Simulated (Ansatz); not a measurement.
# Si₂NH₅: inputs that go wrong

Aim: try 3 inputs for Si₂NH₅ as typed, read how each ends, and find what has to change.

The runs use Ansatz 0.2.0, Gaussian basis; the settings change from run to run.

## 1. The molecule

The structure was relaxed beforehand with PBE0-D4 in a triple-zeta def2 set.

8 atoms, charge 0, spin multiplicity 1.

Atoms are counted from 1 here; the program's logs count them from 0.

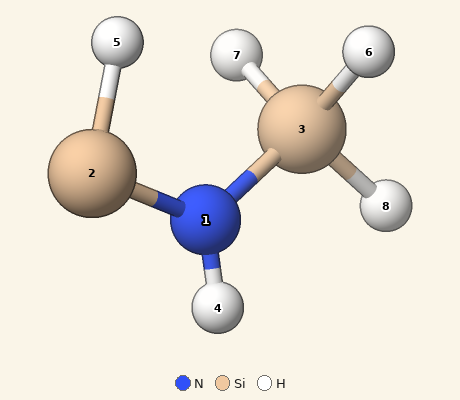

The structure; nitrogen blue, silicon light orange, hydrogen white; atoms are numbered from 1 in the order of the file.

## 2. Try 1

File in.yaml:

```yaml
crystal:
  periodic: [false, false, false]
  atoms:
    - {symbol: N, position_ang: [-0.499511, 0.002650, -0.452672]}
    - {symbol: Si, position_ang: [-0.259456, 0.981494, -0.963242]}
    - {symbol: Si, position_ang: [0.192064, -0.327892, 0.411142]}
    - {symbol: H, position_ang: [-1.068265, -0.387498, -0.610730]}
    - {symbol: H, position_ang: [0.503802, 1.072542, -0.581570]}
    - {symbol: H, position_ang: [0.227780, 0.334536, 1.054379]}
    - {symbol: H, position_ang: [1.159076, -0.584810, 0.136624]}
    - {symbol: H, position_ang: [-0.231606, -1.075800, 0.737532]}
basis:
  gaussian: {orbitals: "6-31++G**"}
total_charge: -1
magnetization: {spin_polarized: true, initial_magnetization: 1}
hamiltonian: {xc: {name: B2GP-PLYP}}
scf: {lower_state_search: off}
output: {forces: true}
```

On the command line:

```bash
ansatz run in.yaml --threads 2 --pin off --events-out ev --progress --plain --max-ram 4352MiB
```

The log of the run, shortened:

```text
Functional definition: B2GP-PLYP
  name "B2GP-PLYP"
  cite "Karton, Tarnopolsky, Lamère, Schatz & Martin, J. Phys. Chem. A 112, 12868 (2008) doi:10.1021/jp801805p"
  cite "Becke, Phys. Rev. A 38, 3098 (1988) doi:10.1103/PhysRevA.38.3098"
  cite "Lee, Yang & Parr, Phys. Rev. B 37, 785 (1988) doi:10.1103/PhysRevB.37.785"
[...]
827 factors; integrals over basis functions are off by at most 7.4e-4 eV
[...]
mean field -17242.40251822 eV, -633.6466052246 hartree, gradient 8.3e-6 eV, S^2 0.766037; 0 other end points of the search recorded, 0 dependent functions left out
11 core orbitals not correlated: weight in the atoms' cores, before any rotation towards them, 0.998 or more for the frozen orbitals, at most 0.001 for the correlated occupied ones
reference -17242.40261682 eV, -633.6466088480 hartree; 10, 9 occupied and 74, 75 virtual orbitals, 827 factors
second order -11.48383620 eV of doubles, -0.00000000 eV of singles
[...]
Total energy: -17246.53679786 eV, -633.7985371987 hartree
Atom 0 at    -0.499511     0.002650    -0.452672 Å, force   -37.583624   -33.953069   -12.144477 eV/Å
Atom 1 at    -0.259456     0.981494    -0.963242 Å, force   -30.507355    72.296892   -66.593121 eV/Å
Atom 2 at     0.192064    -0.327892     0.411142 Å, force    41.244975   -13.213210    22.201494 eV/Å
Atom 3 at    -1.068265    -0.387498    -0.610730 Å, force   -31.434004   -21.382546    -8.768483 eV/Å
Atom 4 at     0.503802     1.072542    -0.581570 Å, force    51.079501     9.399395    23.590720 eV/Å
Atom 5 at     0.227780     0.334536     1.054379 Å, force     2.378838    28.899490    30.541981 eV/Å
Atom 6 at     1.159076    -0.584810     0.136624 Å, force    23.150963    -6.606981    -5.917390 eV/Å
Atom 7 at    -0.231606    -1.075800     0.737532 Å, force   -18.329295   -35.439970    17.089277 eV/Å
Dipole moment:     0.029236    -1.263937     1.022843 e Å
Checks for a lower state left out: starts, cluster_reference, orbital_swaps, neighbouring_geometries, increment
```

Wall time 12 s (2 threads of Arm Neoverse V2, shared host).

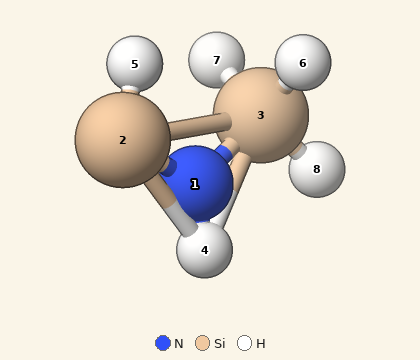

The geometry of this input.

What is wrong: The run converged, but a converged run isn't a right one. The geometry is squeezed well below its size. The shortest distance is 0.71 Å (N1–H4), against 1.01 Å in the relaxed molecule. It also asks for charge -1 and multiplicity 2, another species or state than the molecule above. Its energy is no property of the relaxed molecule. Fix: use the relaxed coordinates, and set charge and spin to those of the species named.

## 3. Try 2

File in.yaml:

```yaml
crystal:
  periodic: [true, true, true]
  atoms:
    - {symbol: N, position_ang: [-0.713588, 0.003786, -0.646674]}
    - {symbol: Si, position_ang: [-0.432426, 1.402134, -1.605403]}
    - {symbol: Si, position_ang: [0.274377, -0.546487, 0.685237]}
    - {symbol: H, position_ang: [-1.526092, -0.553569, -0.872471]}
    - {symbol: H, position_ang: [0.839671, 1.787570, -0.830814]}
    - {symbol: H, position_ang: [0.325400, 0.477909, 1.757298]}
    - {symbol: H, position_ang: [1.655823, -0.835443, 0.227706]}
    - {symbol: H, position_ang: [-0.330865, -1.793000, 1.229220]}
basis:
  gaussian: {orbitals: aug-pcseg-2}
hamiltonian: {xc: {name: SPW92}}
output: {forces: true}
```

Same command.

The log of the run:

```text
Error: YAML parse error: error: line 2 column 3: crystal: missing field `lattice` (a structure is typed as `lattice` and `atoms`, a molecule's as `atoms` in Å alone, or read from a run's directory, `checkpoint`)
 --> <input>:2:3
  |
1 | crystal:
2 |   periodic: [true, true, true]
  |   ^ crystal: missing field `lattice` (a structure is typed as `lattice` and `atoms`, a molecule's as `atoms` in Å alone, or read from a run's directory, `checkpoint`)
3 |   atoms:
4 |     - {symbol: N, position_ang: [-0.713588, 0.003786, -0.646674]}
  |
```

Run time: 0.05 s. Hardware: 2 threads of Arm Neoverse V2, shared host.

Diagnosis: The program refused the input. The molecule is marked periodic without a cell. Cure: set periodic to false, or give a lattice.

## 4. Try 3

File in.yaml:

```yaml
crystal:
  periodic: [false, false, false]
  atoms:
    - {symbol: N, position_ang: [-0.713588, 0.003786, -0.646674]}
    - {symbol: Si, position_ang: [-0.432426, 1.402134, -1.605403]}
    - {symbol: Si, position_ang: [0.274377, -0.546487, 0.685237]}
    - {symbol: H, position_ang: [-1.526092, -0.553569, -0.872471]}
    - {symbol: H, position_ang: [0.839671, 1.787570, -0.830814]}
    - {symbol: H, position_ang: [0.325400, 0.477909, 1.757298]}
    - {symbol: H, position_ang: [1.655823, -0.835443, 0.227706]}
    - {symbol: H, position_ang: [-0.330865, -1.793000, 1.229220]}
basis:
  gaussian: {orbitals: cc-pVDZ}
total_charge: 4
hamiltonian: {xc: {name: wB97X-V}}
output: {forces: true}
```

The command is unchanged.

The log of the run, shortened:

```text
Functional definition: wB97X-V
  name "wB97X-V"
  cite "Mardirossian & Head-Gordon, Phys. Chem. Chem. Phys. 16, 9904 (2014) doi:10.1039/C3CP54374A"
  cite "Becke, J. Chem. Phys. 107, 8554 (1997) doi:10.1063/1.475007"
  cite "Vydrov & Van Voorhis, J. Chem. Phys. 133, 244103 (2010) doi:10.1063/1.3521275"
[...]
      + integral(e_c_pw_opposite_spin*poly(b97_u_opposite, cos0, cos1)) + vv10(b, c)
719 factors; integrals over basis functions are off by at most 9.7e-4 eV
256 factors; integrals over basis functions are off by at most 9.0e-6 eV
[...]
mean field -17246.83760027 eV, -633.8095914837 hartree, gradient 6.1e-5 eV, S^2 0.000000; 0 other end points of the search recorded, 0 dependent functions left out
[...]
reference -17246.83759846 eV, -633.8095914171 hartree; 18, 18 occupied and 57, 57 virtual orbitals, 719 factors
Total energy: -17246.83759846 eV, -633.8095914171 hartree
Atom 0 at    -0.713588     0.003786    -0.646674 Å, force    -0.589870    -0.081494    -0.626480 eV/Å
Atom 1 at    -0.432426     1.402134    -1.605403 Å, force     1.286551     1.265465    -0.752840 eV/Å
Atom 2 at     0.274377    -0.546487     0.685237 Å, force    -1.458313    -4.379228    -1.071928 eV/Å
Atom 3 at    -1.526092    -0.553569    -0.872471 Å, force    -2.278453    -1.594083     0.160445 eV/Å
Atom 4 at     0.839671     1.787570    -0.830814 Å, force     0.786964     2.107362    -0.996669 eV/Å
Atom 5 at     0.325400     0.477909     1.757298 Å, force     0.575333     2.306391     3.105841 eV/Å
Atom 6 at     1.655823    -0.835443     0.227706 Å, force     3.229043     1.252103    -0.934744 eV/Å
Atom 7 at    -0.330865    -1.793000     1.229220 Å, force    -1.551255    -0.876516     1.116375 eV/Å
Dipole moment:     0.101856     0.653136    -0.289326 e Å
```

Run time: 5.5 s. Hardware: 2 threads of Arm Neoverse V2, shared host.

**Diagnosis.** It ended without an error, which proves nothing about the input. The charge is far from anything that the molecule holds. It asks for charge +4; the species has 0. Its energy belongs to another ion. Cure: type the charge that the molecule really has.

## 5. How the tries ended

| try | level | ended | cause | time |
| --- | --- | --- | --- | --- |
| 1 | B2GP-PLYP/6-31++G** | converged | the geometry is squeezed well below its size | 12 s |
| 2 | SPW92/aug-pcseg-2 | refused | the molecule is marked periodic without a cell | 0.05 s |
| 3 | wB97X-V/cc-pVDZ | converged | the charge is far from anything that the molecule holds | 5.5 s |

2 converged, 1 refused. A refusal costs next to no computing time. The dangerous case is the input that converges on a wrong geometry, charge, spin, basis or grid: often only a look at the input shows it.
